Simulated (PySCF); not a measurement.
## Electronic structure of C$_{4}$H$_{11}$ClSi (SMILES CC(C)[SiH2]CCl) in real space

```xyz
17

C     0.3836    2.3286    0.3710
C     0.5921    1.0216   -0.3932
C    -0.5070    0.0048   -0.0824
Si    2.3013    0.2716   -0.0604
C     3.6789    1.5123   -0.4605
Cl    5.2789    0.7579   -0.1752
H    -0.6130    2.7541    0.1649
H     1.1269    3.0958    0.1026
H     0.4497    2.1704    1.4605
H     0.5637    1.2401   -1.4775
H    -0.3752   -0.9342   -0.6428
H    -1.5019    0.4059   -0.3378
H    -0.5236   -0.2492    0.9905
H     2.5071   -0.9432   -0.9061
H     2.4209   -0.1091    1.3813
H     3.6423    1.8370   -1.5110
H     3.6169    2.4099    0.1721
```

Geometry: PBE0-D3(BJ)/def2-SVP.

Theory: PySCF, CAM-B3LYP/def2-SVPD, SCF density, gas phase.

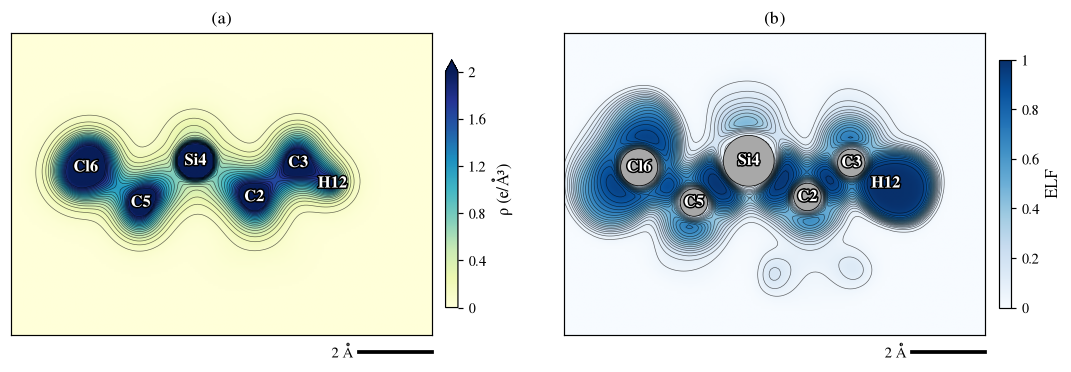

Figure 1. (a) total electron density; (b) ELF on the plane of atoms C3, C2 and Si4. Grey discs cover the atomic cores in the ELF map.

**Read the bonding off the picture.**

The section cuts through C, Si, Cl and H sites.
C–C (1.53 Å): the density is about 1.6 e/Å³ at the midpoint; the ELF peaks at about 0.95 between the atoms (localised, covalent bonding).
C–Cl (1.79 Å): ρ at the midpoint is about 1.3 e/Å³; the ELF peaks at about 0.90 between the atoms (localised, covalent bonding).
C–Si (1.90 Å): ρ at the midpoint is about 0.96 e/Å³; the ELF peaks at about 0.95 between the atoms (a covalent bond).
C–H (1.10 Å): ρ is about 1.9 e/Å³ halfway; the ELF climbs to about 1 towards the hydrogen, as it does in any bond to H (an ordinary covalent bond to hydrogen).
The ELF also peaks beside Cl6, away from the bonds: lone-pair regions.

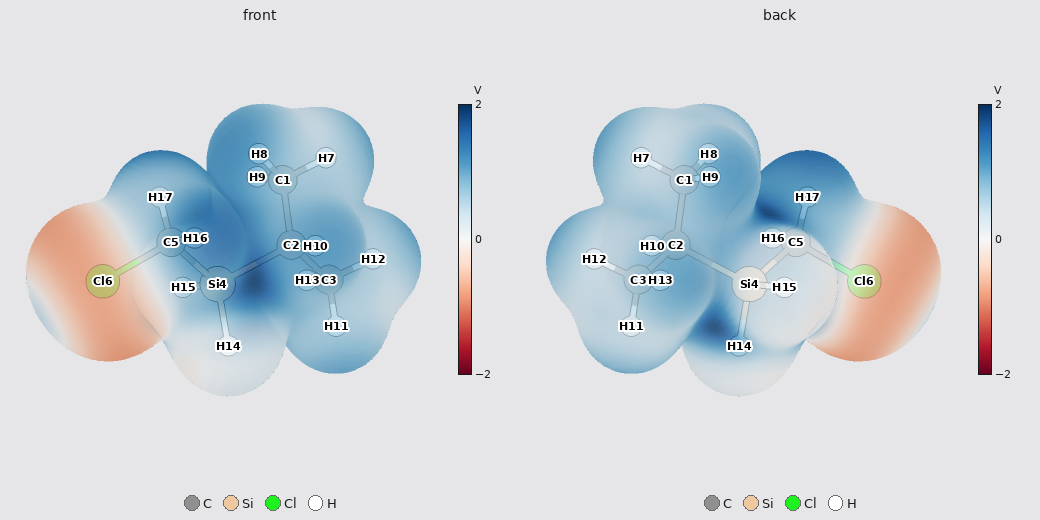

Figure 2. The molecular electrostatic potential painted on the density surface at 0.004 e/bohr³, seen from the front and from behind; the colour scale runs from red (negative) to blue (positive).

**Describe the electrostatic potential map.**

The most negative region (about −0.8 V, or −18 kcal/mol for a unit charge) lies over Cl6, the most positive (about +1.8 V, or +42 kcal/mol for a unit charge) over Si4. Cl6 shows a σ-hole: about +0.5 V, or +12 kcal/mol for a unit charge at the tip opposite its bond, against about −0.7 V, or −16 kcal/mol for a unit charge on its flanks.
